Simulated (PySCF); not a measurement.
```csv
atom,x (Å),y (Å),z (Å)
C,-2.0964,2.0031,-0.0881
C,-1.7382,0.7609,-0.1362
C,-1.3529,-0.4822,-0.1809
C,-2.3450,-1.6121,-0.2829
Si,0.4752,-0.9508,-0.0889
Cl,0.7913,-2.0324,1.5985
C,1.5553,0.6196,-0.0374
C,2.9767,0.3201,0.3807
Cl,3.9689,1.8112,0.3948
H,-2.2131,2.5977,-0.9800
H,-2.3008,2.4985,0.8477
H,-2.2302,-2.2833,0.5664
H,-2.1646,-2.1860,-1.1902
H,-3.3645,-1.2350,-0.3002
H,0.8557,-1.8047,-1.2191
H,1.5618,1.0872,-1.0217
H,1.1237,1.3481,0.6503
H,3.0216,-0.0855,1.3905
H,3.4658,-0.3651,-0.3109
```

Geometry: GFN2-xTB.

These are results of PySCF 2.14.0, PBE0/pcSseg-1, SCF density, gas phase, non-relativistic, not measurements.

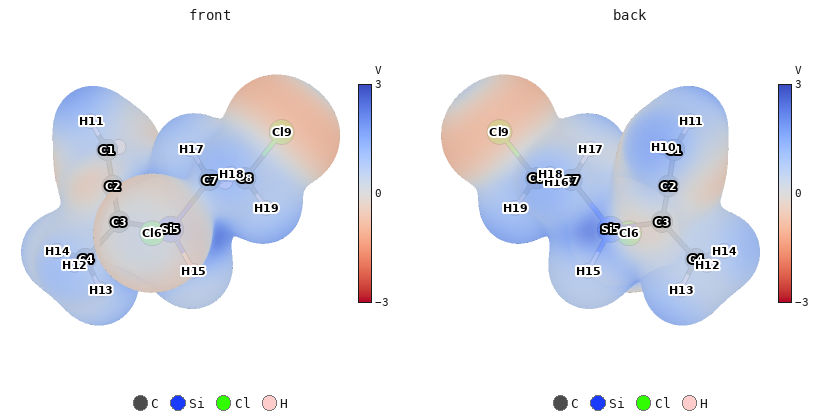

C₆H₁₀Cl₂Si. The electrostatic potential painted on the density surface at 0.004 e/bohr³, seen from the front and from behind; red is negative and blue positive.

Where is the surface potential most negative and most positive?

The most negative region (about −0.8 V, or −18 kcal/mol for a unit charge) lies over Cl9, the most positive (about +2.0 V, or +46 kcal/mol for a unit charge) over Si5. Cl9 shows a σ-hole: about +0.3 V, or +7 kcal/mol for a unit charge at the tip opposite its bond, against about −0.7 V, or −16 kcal/mol for a unit charge on its flanks.

How polar is the molecule by this calculation?

Its dipole moment is 2.58 D.
